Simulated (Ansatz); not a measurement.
The calculation's input:

```
crystal:
  periodic: [false, false, false]
  atoms:
    - {symbol: Si, position_ang: [-0.029998, 0.066998, -1.773703]}
    - {symbol: H, position_ang: [-0.926359, 1.167753, -1.339193]}
    - {symbol: H, position_ang: [-0.410804, -1.185813, -1.072144]}
    - {symbol: H, position_ang: [1.375160, 0.411013, -1.440561]}
    - {symbol: H, position_ang: [-0.159060, -0.129744, -3.239993]}
    - {symbol: As, position_ang: [-0.119270, -0.694166, 2.293325]}
    - {symbol: H, position_ang: [0.184877, 0.254762, 3.443728]}
    - {symbol: H, position_ang: [1.100219, -0.222317, 1.514552]}
    - {symbol: H, position_ang: [-1.014667, 0.331513, 1.613891]}
basis:
  gaussian: {orbitals: "def2-TZVPPD.json"}
hamiltonian: {xc: pbe0, dispersion: d4}
output: {orbitals: {seedname: orbitals}}
```

Run with:

```sh
ansatz run in.yaml --threads 4 --pin off --events-out ev --progress --plain --max-ram 9574MiB
```

Geometry: PBE0-D4/def2-TZVP.

These are results of RKS PBE0-D4/def2-TZVPPD (Ansatz), not measurements.

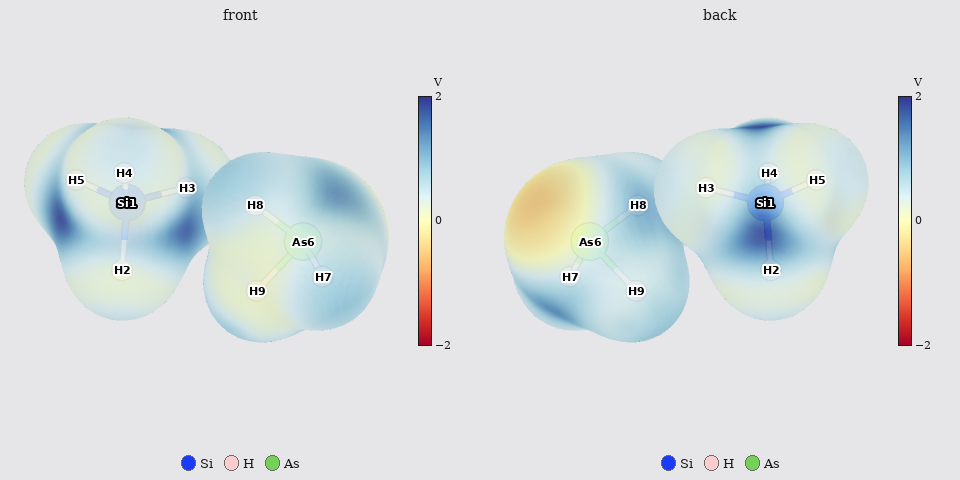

SiH4···AsH3 (SMILES [SiH4].[AsH3]). The molecular electrostatic potential painted on the density surface at 0.004 e/bohr³, seen from the front and from behind; the colour scale runs from red (negative) to blue (positive).

Where is the surface potential most negative and most positive?

Answer. The most negative region (about −0.5 V, or −12 kcal/mol for a unit charge) lies over As6, the most positive (about +1.8 V, or +42 kcal/mol for a unit charge) over Si1.
